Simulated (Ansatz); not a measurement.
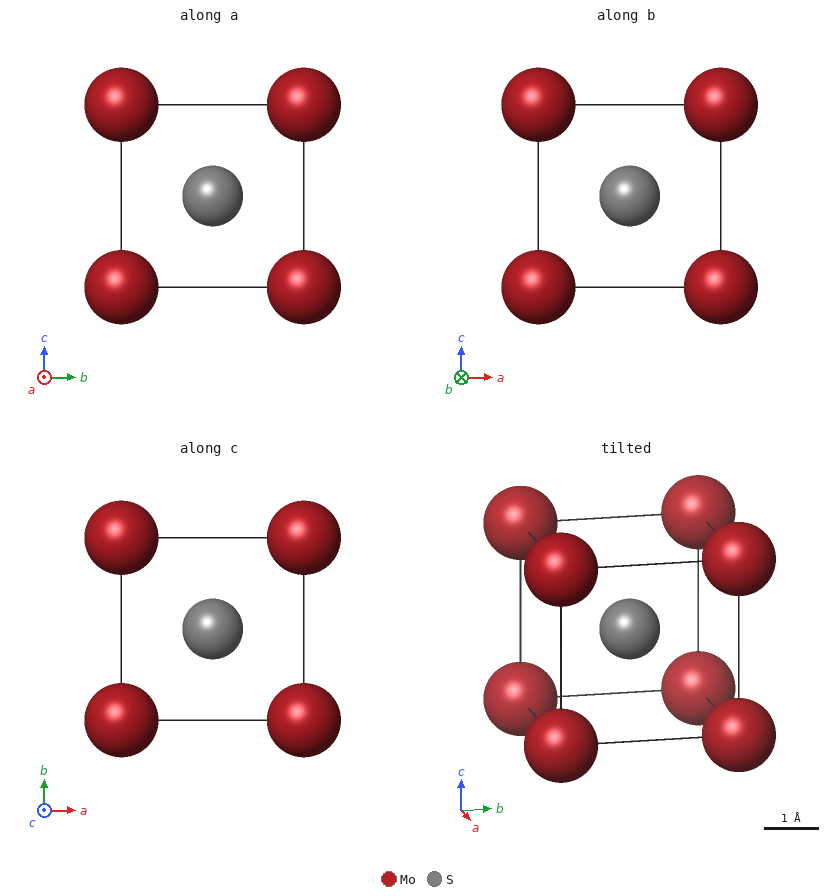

A spheres-only rendering, viewed along the a axis, along the b axis, along the c axis and slightly off an axis. The frame is the conventional unit cell; atoms at its boundary are shown with their periodic copies.

Lattice parameters: a = 3.3929 Å, b = 3.3929 Å, c = 3.3929 Å, α = 90.000°, β = 90.000°, γ = 90.000°.

Q: Give the atomic positions as a CIF with its space group and independent sites.

A:
```cif
data_structure
_symmetry_space_group_name_H-M 'P m -3 m'
_symmetry_Int_Tables_number 221
_cell_length_a 3.3929
_cell_length_b 3.3929
_cell_length_c 3.3929
_cell_angle_alpha 90.000
_cell_angle_beta 90.000
_cell_angle_gamma 90.000
_cell_volume 39.06
loop_
_atom_site_label
_atom_site_type_symbol
_atom_site_symmetry_multiplicity
_atom_site_Wyckoff_symbol
_atom_site_fract_x
_atom_site_fract_y
_atom_site_fract_z
_atom_site_occupancy
Mo1 Mo 1 a 0.0000 0.0000 0.0000 1
S1 S 1 b 0.5000 0.5000 0.5000 1
```

Its origin is a structure type filled with these elements by a generator (whether the compound takes this form wasn't checked). Earlier steps of the study, as a rule a relaxation of our own, may have changed the cell and positions, so they can lie some per cent off the listed ones. A calculation with Ansatz used it as input.
